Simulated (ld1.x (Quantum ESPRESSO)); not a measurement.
# Pseudopotential generation for F: TM, PBE

Aim: build the potential from the settings below, then test how well it stands in for the atom: other configurations, scattering, ghost states and the plane-wave cutoff that it needs.

The numbers are computed with ld1.x (Quantum ESPRESSO) 7.5 (PBE, scalar-relativistic, spin-unpolarised reference atom).

### Step 1. The design

Typed settings, in words:

| Property | Result |
| --- | --- |
| element | fluorine (F, Z = 9) |
| type | norm-conserving Troullier–Martins (Kleinman–Bylander form) |
| frozen core | [He] |
| valence charge | 7 |
| reference configuration | 2s1.5 2p5.5 |
| partial waves | 2p (bound): rc 1.35 bohr; 3d channel at 0.2 Ry: rc 1.05 bohr; 2s (bound): rc 0.60 bohr |
| local potential | the s channel |
| core correction | not asked for |

### Step 2. Generation

File F.in:

```
 &input
   title='F', zed=9., rel=1, dft='PBE', iswitch=3,
   config='[He] 2s1.5 2p5.5 3d-2',
   nld=3, rlderiv=1.50, eminld=-4.0, emaxld=5.0, deld=0.02
 /
 &inputp
   pseudotype=2, tm=.true., lloc=0,
   nlcc=.false.,
   file_pseudopw='F.UPF', file_wfcaegen='ae.wfc', file_wfcncgen='nc.wfc', file_beta='beta', file_chi='chi'
 /
3
2P  2  1   5.50   0.00  1.35  1.35  0.0
3D  3  2  -2.00   0.20  1.05  1.05  0.0
2S  1  0   1.50   0.00  0.60  0.60  0.0
 &test
   configts(1)='2s1.5 2p5.5'
 /
```

The run is started by

```bash
$ ld1.x < F.in > F.out
```

Output in F.out (without the banner and most projector matrices):

```text
     Program LD1 v.7.5
     --------------------------- All-electron run ----------------------------

     F
     scalar relativistic calculation

     atomic number is  9.00
     dft =PBE   lsd =0 sic =0 latt =0  beta=0.20 tr2=1.0E-14
     Exchange-correlation= PBE
                           (   1   4   3   4   0   0   0)
     mesh =1105 r(mesh) =  99.76081 a.u. xmin = -7.00 dx = 0.01250
     1 Ry =  13.60569312 eV, c = 137.03599908

     n l     nl                  e(Ry)          e(Ha)          e(eV)
     1 0     1S 1( 2.00)       -48.7805       -24.3902      -663.6924
     2 0     2S 1( 1.50)        -2.2154        -1.1077       -30.1423
     2 1     2P 1( 5.50)        -0.8327        -0.4163       -11.3289

     final scf error:  6.8E-15 reached in  29 iterations

     Etot =    -198.798408 Ry,     -99.399204 Ha,   -2704.790129 eV

     Ekin =     198.629954 Ry,      99.314977 Ha,    2702.498196 eV
     Encl =    -476.236481 Ry,    -238.118240 Ha,   -6479.527414 eV
     Eh   =      99.157259 Ry,      49.578629 Ha,    1349.103235 eV
     Exc  =     -20.349139 Ry,     -10.174570 Ha,    -276.864145 eV

     normalization and overlap integrals

     s(1S/1S) =  1.000000  <r> =   0.1763  <r2> =    0.0420  r(max) =   0.1139
     s(2S/2S) =  1.000000  <r> =   1.0029  <r2> =    1.2262  r(max) =   0.7617
     s(2P/2P) =  1.000000  <r> =   1.1024  <r2> =    1.6282  r(max) =   0.7066

     ------------------------ End of All-electron run ------------------------

     --------------------- Generating NC pseudopotential ---------------------

      Generating local pot.: lloc=0, matching radius rcloc =   0.6000

      Wfc   2P  rcut= 1.354  Using Troullier-Martins method

      Wfc   3D  rcut= 1.054  Using Troullier-Martins method

     ------------------- End of pseudopotential generation -------------------

     [... the all-electron block is printed once more ...]


     Computing logarithmic derivative in   1.50538
     Computing logarithmic derivative in   1.50538
     Computing the partial wave expansion
       no projector for channel:   0
     R is outside the sphere for l=    1 j= 0.00
     R is outside the sphere for l=    2 j= 0.00

     ---------------------- Testing the pseudopotential ----------------------

     F
     scalar relativistic calculation

     atomic number is  9.00   valence charge is  7.00
     dft =PBE   lsd =0 sic =0 latt =0  beta=0.20 tr2=1.0E-14
     mesh =1105 r(mesh) =  99.76081 xmin = -7.00 dx = 0.01250

     n l     nl             e AE (Ry)        e PS (Ry)    De AE-PS (Ry)
     1 0     2S   1( 1.50)       -2.21542       -2.21545        0.00003
     2 1     2P   1( 5.50)       -0.83266       -0.83266        0.00001

     eps = 1.7E-15  iter = 16

     Etot =    -198.798408 Ry,     -99.399204 Ha,   -2704.790129 eV
     Etotps =   -46.971291 Ry,     -23.485646 Ha,    -639.076976 eV

     Ekin =      34.890569 Ry,      17.445284 Ha,     474.710374 eV
     Encl =    -100.737009 Ry,     -50.368504 Ha,   -1370.596824 eV
     Ehrt =      41.696362 Ry,      20.848181 Ha,     567.307899 eV
     Ecxc =      -8.906215 Ry,      -4.453108 Ha,    -121.175234 eV
     Epseu=     -13.914998 Ry,      -6.957499 Ha,    -189.323192 eV

     ---------------------- End of pseudopotential test ----------------------
```

Wall time 0.96 s (1 thread of Neoverse-V1, shared host). (Generation and the later configuration tests together.)

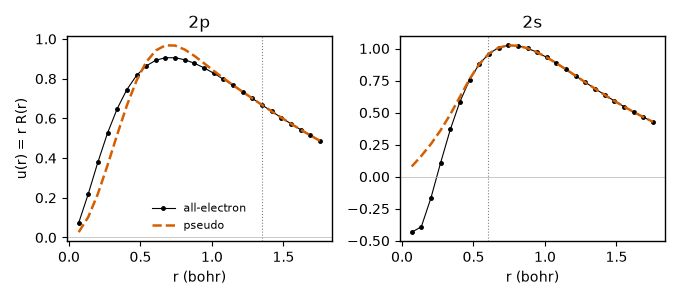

All-electron and pseudo partial waves (2p, 2s), with the matching radii dotted. The curves join 26 sampled radii.

### Step 3. Configuration tests

File F.test.in:

```
 &input
   title='F', zed=9., rel=1, dft='PBE', iswitch=2,
   config='[He] 2s1.5 2p5.5 3d-2'
 /
 &test
   file_pseudo='F.UPF', nconf=8,
   configts(1)='2s1.5 2p5.5',
   configts(2)='2s2 2p5',
   configts(3)='2s2 2p4',
   configts(4)='2s2 2p3',
   configts(5)='2s2 2p5.3',
   configts(6)='2s2 2p2',
   configts(7)='2s2 2p1',
   configts(8)='2s2 2p4.5'
 /
```

The run is started by

```bash
$ ld1.x < F.test.in > F.test.out
```

F.test.out, the pseudopotential blocks:

```text
     ---------------------- Testing the pseudopotential ----------------------

     F
     scalar relativistic calculation

     atomic number is  9.00   valence charge is  7.00
     dft =PBE   lsd =0 sic =0 latt =0  beta=0.20 tr2=1.0E-14
     mesh =1105 r(mesh) =  99.76081 xmin = -7.00 dx = 0.01250

     n l     nl             e AE (Ry)        e PS (Ry)    De AE-PS (Ry)
     1 0     2S   1( 1.50)       -2.21542       -2.21545        0.00003
     2 1     2P   1( 5.50)       -0.83266       -0.83266        0.00001

     eps = 1.7E-15  iter = 16

     Etot =    -198.798408 Ry,     -99.399204 Ha,   -2704.790129 eV
     Etotps =   -46.971291 Ry,     -23.485646 Ha,    -639.076976 eV

     Ekin =      34.890569 Ry,      17.445284 Ha,     474.710374 eV
     Encl =    -100.737009 Ry,     -50.368504 Ha,   -1370.596824 eV
     Ehrt =      41.696362 Ry,      20.848181 Ha,     567.307899 eV
     Ecxc =      -8.906215 Ry,      -4.453108 Ha,    -121.175234 eV
     Epseu=     -13.914998 Ry,      -6.957499 Ha,    -189.323192 eV

     ---------------------- End of pseudopotential test ----------------------

     ---------------------- Testing the pseudopotential ----------------------

     F
     [...]
     n l     nl             e AE (Ry)        e PS (Ry)    De AE-PS (Ry)
     1 0     2S   1( 2.00)       -2.19758       -2.19716       -0.00042
     2 1     2P   1( 5.00)       -0.81670       -0.81520       -0.00150

     eps = 5.6E-15  iter = 23

     Etot =    -199.489330 Ry,     -99.744665 Ha,   -2714.190600 eV
     Etotps =   -47.662477 Ry,     -23.831239 Ha,    -648.481042 eV
     dEtot_ae =      -0.690922 Ry
     dEtot_ps =      -0.691186 Ry,   Delta E=       0.000264 Ry

     [...]
     ---------------------- End of pseudopotential test ----------------------

     ---------------------- Testing the pseudopotential ----------------------

     F
     [...]
     n l     nl             e AE (Ry)        e PS (Ry)    De AE-PS (Ry)
     1 0     2S   1( 2.00)       -3.48292       -3.48351        0.00059
     2 1     2P   1( 4.00)       -2.08065       -2.07404       -0.00662  !

     eps = 9.9E-15  iter = 26

     Etot =    -198.064175 Ry,     -99.032088 Ha,   -2694.800384 eV
     Etotps =   -46.240661 Ry,     -23.120330 Ha,    -629.136237 eV
     dEtot_ae =       0.734233 Ry
     dEtot_ps =       0.730631 Ry,   Delta E=       0.003602 Ry

     [...]
     ---------------------- End of pseudopotential test ----------------------

     ---------------------- Testing the pseudopotential ----------------------

     F
     [...]
     n l     nl             e AE (Ry)        e PS (Ry)    De AE-PS (Ry)
     1 0     2S   1( 2.00)       -4.99731       -4.99471       -0.00260
     2 1     2P   1( 3.00)       -3.60167       -3.57708       -0.02459  !

     eps = 1.9E-15  iter = 17

     Etot =    -195.242940 Ry,     -97.621470 Ha,   -2656.415526 eV
     Etotps =   -43.433326 Ry,     -21.716663 Ha,    -590.940500 eV
     dEtot_ae =       3.555468 Ry
     dEtot_ps =       3.537966 Ry,   Delta E=       0.017502 Ry

     [...]
     ---------------------- End of pseudopotential test ----------------------

     ---------------------- Testing the pseudopotential ----------------------

     F
     [...]
     n l     nl             e AE (Ry)        e PS (Ry)    De AE-PS (Ry)
     1 0     2S   1( 2.00)       -1.86725       -1.86655       -0.00070
     2 1     2P   1( 5.30)       -0.49676       -0.49576       -0.00100

     eps = 9.8E-15  iter = 20

     Etot =    -199.685554 Ry,     -99.842777 Ha,   -2716.860368 eV
     Etotps =   -47.858352 Ry,     -23.929176 Ha,    -651.146054 eV
     dEtot_ae =      -0.887146 Ry
     dEtot_ps =      -0.887061 Ry,   Delta E=      -0.000085 Ry

     [...]
     ---------------------- End of pseudopotential test ----------------------

     ---------------------- Testing the pseudopotential ----------------------

     F
     [...]
     n l     nl             e AE (Ry)        e PS (Ry)    De AE-PS (Ry)
     1 0     2S   1( 2.00)       -6.70364       -6.68580       -0.01784  !
     2 1     2P   1( 2.00)       -5.34782       -5.27919       -0.06863  !

     eps = 8.9E-15  iter = 12

     Etot =    -190.786158 Ry,     -95.393079 Ha,   -2595.777923 eV
     Etotps =   -39.020153 Ry,     -19.510077 Ha,    -530.896232 eV
     dEtot_ae =       8.012249 Ry
     dEtot_ps =       7.951138 Ry,   Delta E=       0.061111 Ry

     [...]
     ---------------------- End of pseudopotential test ----------------------

     ---------------------- Testing the pseudopotential ----------------------

     F
     [...]
     n l     nl             e AE (Ry)        e PS (Ry)    De AE-PS (Ry)
     1 0     2S   1( 2.00)       -8.57765       -8.52203       -0.05562  !
     2 1     2P   1( 1.00)       -7.29740       -7.14168       -0.15572  !

     eps = 6.8E-15  iter = 20

     Etot =    -184.479831 Ry,     -92.239915 Ha,   -2509.975963 eV
     Etotps =   -32.821358 Ry,     -16.410679 Ha,    -446.557330 eV
     dEtot_ae =      14.318577 Ry
     dEtot_ps =      14.149933 Ry,   Delta E=       0.168644 Ry

     [...]
     ---------------------- End of pseudopotential test ----------------------

     ---------------------- Testing the pseudopotential ----------------------

     F
     [...]
     n l     nl             e AE (Ry)        e PS (Ry)    De AE-PS (Ry)
     1 0     2S   1( 2.00)       -2.80814       -2.80836        0.00022
     2 1     2P   1( 4.50)       -1.41356       -1.41044       -0.00312

     eps = 5.6E-15  iter = 25

     Etot =    -198.934914 Ry,     -99.467457 Ha,   -2706.647396 eV
     Etotps =   -47.109121 Ry,     -23.554560 Ha,    -640.952237 eV
     dEtot_ae =      -0.136507 Ry
     dEtot_ps =      -0.137829 Ry,   Delta E=       0.001323 Ry

     [...]
     ---------------------- End of pseudopotential test ----------------------
```

Excitation and ionisation energies from 2s1.5 2p5.5, with the error of the potential.

| valence configuration | charge | ΔE all-electron (eV) | error AE − PS (meV) |
| --- | --- | --- | --- |
| 2s2 2p5 | 0 | -9.400 | +3.6 |
| 2s2 2p4 | +1 | 9.990 | +49 |
| 2s2 2p3 | +2 | 48.375 | +238 |
| 2s2 2p5.3 | -0.3 | -12.070 | -1.2 |
| 2s2 2p2 | +3 | 109.012 | +831 |
| 2s2 2p1 | +4 | 194.814 | +2295 |
| 2s2 2p4.5 | +0.5 | -1.857 | +18 |

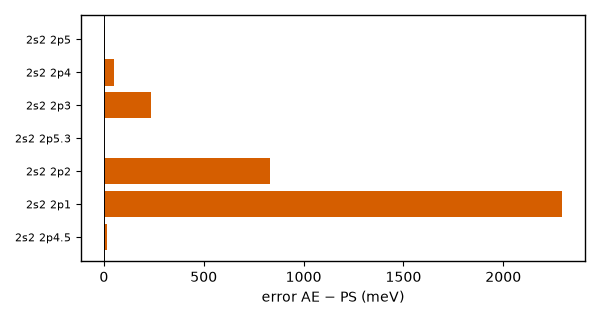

Error of the potential in each test configuration.

### Step 4. Logarithmic derivatives

Taken from the files of the generation run. The phase is arctan(r·u′/u) with u = r·R, unwrapped, with energies in Ry. A pole is an energy at which the radial function vanishes at the test radius. The pseudo phase is shifted by a multiple of π to meet the all-electron one at the reference energy. Levels narrower than the energy grid can be missing from the poles. The last column is the largest difference on the grid between −1 and +1 Ry.

| channel | radius (bohr) | reference (Ry) | poles AE | poles PS | window around the reference with phases within 0.05 rad (Ry) | largest difference near zero (rad) |
| --- | --- | --- | --- | --- | --- | --- |
| s | 1.50 | -2.22 | -0.88 | -0.88 | the whole range | 0.001 |
| p | 1.50 | -0.83 | 0.45 | 0.46 | below 4.3 | 0.004 |
| d | 1.50 | 0.20 | none | none | the whole range | 0.000 |

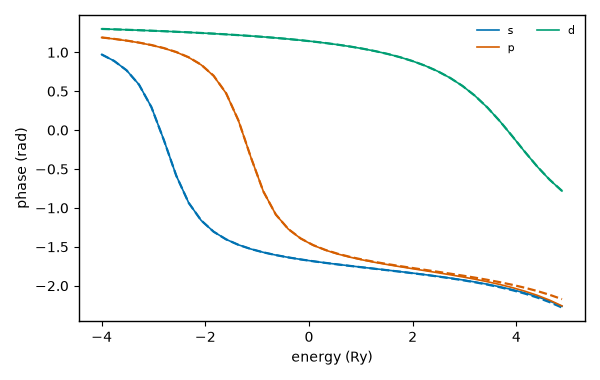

Phases by channel: all-electron solid, pseudo dashed.

### Step 5. Plane-wave convergence, by spherical Bessel functions

This step uses the generator's waves and projectors in a separate script. Basis: spherical Bessel functions vanishing at 20 bohr, q² up to the cutoff; potential fixed at the reference.

All-electron valence levels (Ry): 2p -0.8327, 2s -2.2154. The lowest levels of each channel (Ry) by cutoff; the last column sums, over occupied levels, occupation times the distance from the level at 400 Ry. A positive value at high cutoff is not a bound level.

```
cutoff (Ry)     p #1    d #1     s #1    f #1  Σ f·Δε (mRy)
          8  -0.0170  0.0806  -1.8993  0.1213        4959.9
         18  -0.2159  0.0806  -1.9667  0.1213        3765.0
         35  -0.6195  0.0806  -2.0464  0.1213        1425.4
         55  -0.8020  0.0806  -2.1548  0.1213         259.5
         80  -0.8319  0.0806  -2.1993  0.1213          27.8
        120  -0.8324  0.0806  -2.2080  0.1213          12.0
        160  -0.8326  0.0806  -2.2095  0.1213           8.6
        200  -0.8327  0.0806  -2.2128  0.1213           3.6
        260  -0.8327  0.0806  -2.2149  0.1213           0.5
        350  -0.8327  0.0806  -2.2151  0.1213           0.2
        400  -0.8327  0.0806  -2.2152  0.1213           0.0
```

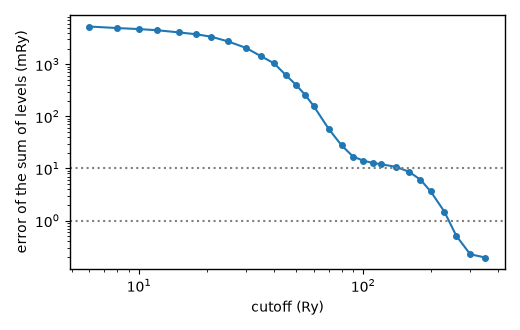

Occupation-weighted error of the valence levels against the cutoff; the dotted lines mark 10 and 1 mRy.

The sum stays within 10 mRy from 160 Ry and within 1 mRy from 260 Ry. The sum leaves out empty levels, which can need more. Ghost test: no level below the all-electron spectrum of its channel (p, d, s, f tested).

### Step 6. What came out

| quantity | value |
| --- | --- |
| cutoffs for 10 and 1 mRy, occupied levels | 160 Ry and 260 Ry |
| bound ghosts | none found |
| largest test error (AE − PS) | +2295 meV, for 2s2 2p1 |
| largest phase difference near zero energy, channels read | 0.004 rad |

By total energies transferability is poor: the largest error is 2295 meV on 194.8 eV, for 2s2 2p1. That test lies far up in energy; among those under 40 eV, nearer to bonding, the largest error is 49 meV. It counts as very hard, with 160 Ry needed at the looser tolerance. The slowest occupied level is 2s: taken alone it needs 230 Ry to come within 1 mRy, against 80 Ry for 2p. The Bessel-basis test finds no level below the valence levels. Near zero energy the phases of the channels with partial waves agree within 0.004 rad. These are tests on the free atom; a crystal test is still owed.
